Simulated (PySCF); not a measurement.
# C10H16: what the fields show

```yaml
atoms:
  - { symbol: C, position_ang: [-1.5413, -1.7848, -1.0684] }
  - { symbol: C, position_ang: [-1.4478, -0.6818, -0.3476] }
  - { symbol: C, position_ang: [-2.4788, 0.4176, -0.3212] }
  - { symbol: C, position_ang: [-1.8614, 1.5256, 0.5347] }
  - { symbol: C, position_ang: [-0.9059, 0.7798, 1.4653] }
  - { symbol: C, position_ang: [-0.3155, -0.3306, 0.5867] }
  - { symbol: C, position_ang: [0.8967, 0.1660, -0.2029] }
  - { symbol: C, position_ang: [2.1538, 0.5420, 0.6050] }
  - { symbol: C, position_ang: [3.0090, -0.2507, -0.3938] }
  - { symbol: C, position_ang: [1.7300, -0.8823, -0.9619] }
  - { symbol: H, position_ang: [-0.7933, -2.5574, -1.0351] }
  - { symbol: H, position_ang: [-2.3771, -1.9603, -1.7254] }
  - { symbol: H, position_ang: [-3.3935, 0.0402, 0.1432] }
  - { symbol: H, position_ang: [-2.7356, 0.7571, -1.3252] }
  - { symbol: H, position_ang: [-2.6115, 2.0958, 1.0817] }
  - { symbol: H, position_ang: [-1.3022, 2.2206, -0.0930] }
  - { symbol: H, position_ang: [-0.1381, 1.4292, 1.8829] }
  - { symbol: H, position_ang: [-1.4665, 0.3351, 2.2896] }
  - { symbol: H, position_ang: [-0.0087, -1.1947, 1.1830] }
  - { symbol: H, position_ang: [0.5916, 0.9784, -0.8639] }
  - { symbol: H, position_ang: [2.3765, 1.6039, 0.6903] }
  - { symbol: H, position_ang: [2.1544, 0.0993, 1.5997] }
  - { symbol: H, position_ang: [3.5148, 0.3904, -1.1130] }
  - { symbol: H, position_ang: [3.7349, -0.9386, 0.0352] }
  - { symbol: H, position_ang: [1.5652, -1.8905, -0.5878] }
  - { symbol: H, position_ang: [1.6291, -0.8867, -2.0450] }
```

Geometry: GFN2-xTB.

Level of theory: PBE0/pcSseg-1, SCF density, gas phase, non-relativistic in PySCF 2.14.0.

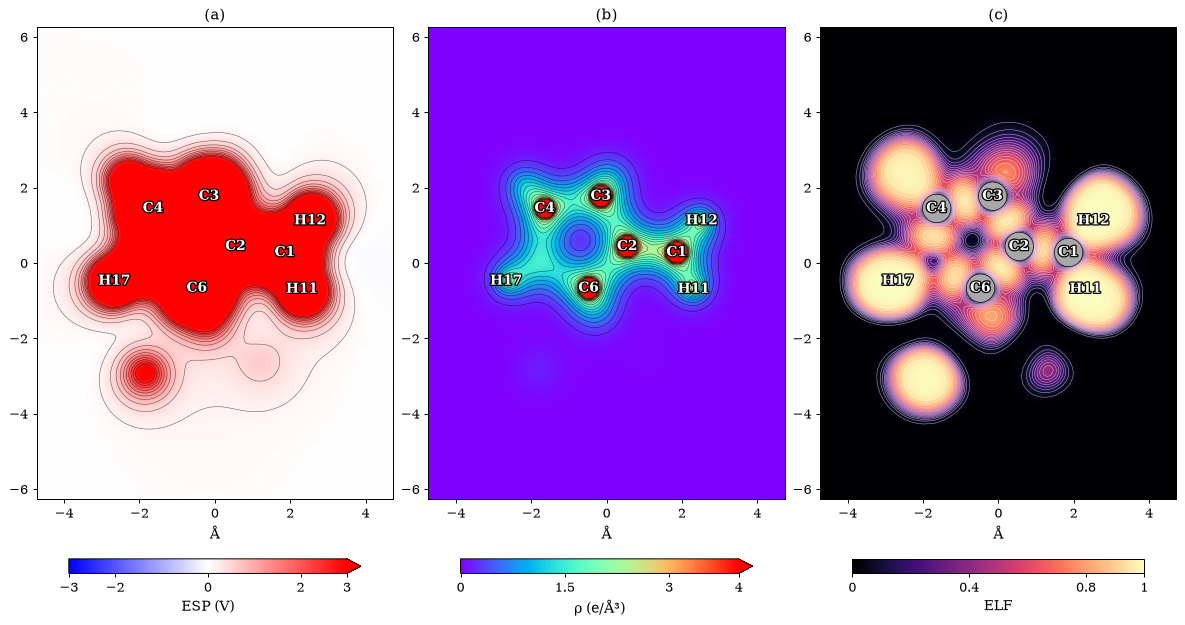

Figure 1. (a) electrostatic potential; (b) total electron density; (c) electron localisation function on the plane of atoms C2, C1 and H11. Grey discs cover the atomic cores in the ELF map.

Q: What does the map show?

A:
- Atoms in the plane: C and H.
- C–C (1.32 Å): ρ at the midpoint is about 2.3 e/Å³; the ELF peaks at about 0.90 between the atoms (a multiple bond).
- C–H (1.08 Å): the density is about 2 e/Å³ at the midpoint; the ELF climbs to about 1 towards the hydrogen, as it does in any bond to H: a covalent bond by its length.
- C–C (1.51 Å): ρ at the midpoint is about 1.7 e/Å³; the ELF peaks at about 0.95 between the atoms, as expected for a shared electron pair.
- The potential has no marked negative region in this plane.

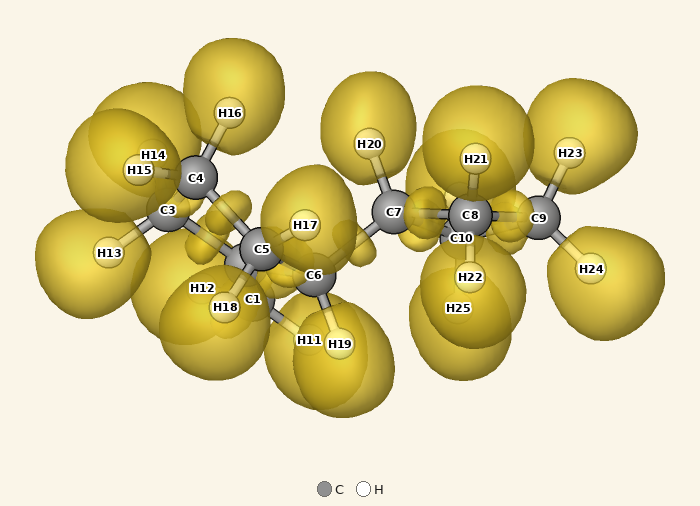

Figure 2. Isosurface of the ELF at 0.85 (yellow), seen from one side. Only the valence region is drawn (cores and ρ < 0.01 e/Å³ removed).

Q: Identify the bonds, lone pairs and shells in this picture.

A: The ELF exceeds this value in eleven regions between bonded C–C atoms (shared pairs) and 16 regions around hydrogen nuclei.

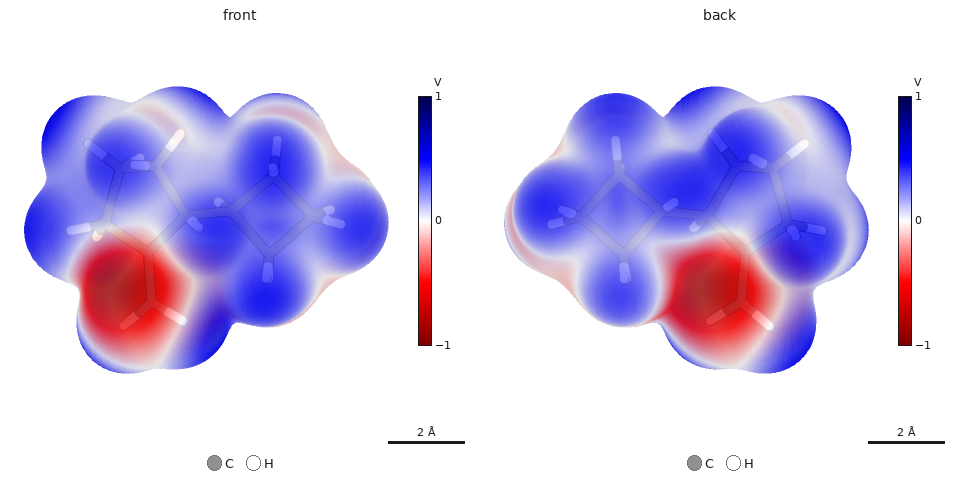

Figure 3. The electrostatic potential painted on the density surface at 0.002 e/bohr³, seen from the front and from behind; red is negative and blue positive.

Q: Describe the electrostatic potential map.

A: The most negative region (about −0.8 V) lies over the π face of C1 and C2, the most positive (about +0.5 V) over the H atoms.
